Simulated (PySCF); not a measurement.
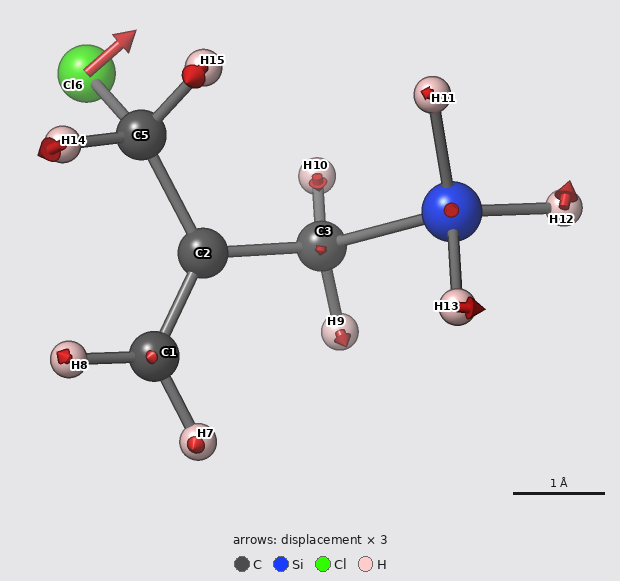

A relaxation of C4H9ClSi. The starting structure is drawn; red arrows show the displacements, magnified 3 times. The two geometries are superimposed by the best rigid fit.

The picture is a ball-and-stick view, seen face on.

The start comes from GFN2-xTB.

Computed with PBE0-D3(BJ)/def2-SVP geometry optimisation, gas phase in PySCF. 

Atoms of which element are displaced furthest, and by how much?

Answer. Chlorine: up to 0.25 Å, against 0.18 Å for hydrogen.

What happened in the run?

Answer. The Cl atom moves most after the best rigid fit: 0.25 Å. Largest moves by element: Cl 0.25 Å, H 0.18 Å, Si 0.05 Å, C 0.04 Å. Among the contacts that change: H–Si 1.463 → 1.495 Å, C–H 1.076 → 1.094 Å, C–Si 1.911 → 1.895 Å, C–C 1.326 → 1.339 Å. Bond angles that change, for instance: C–C–Cl 110.0° → 112.0°. The energy falls by 7.46 kJ/mol in 7 geometry steps. Largest force component: 0.85 eV/Å at the start, 0.014 eV/Å at the end. The run took about 70 core-seconds on a shared host.
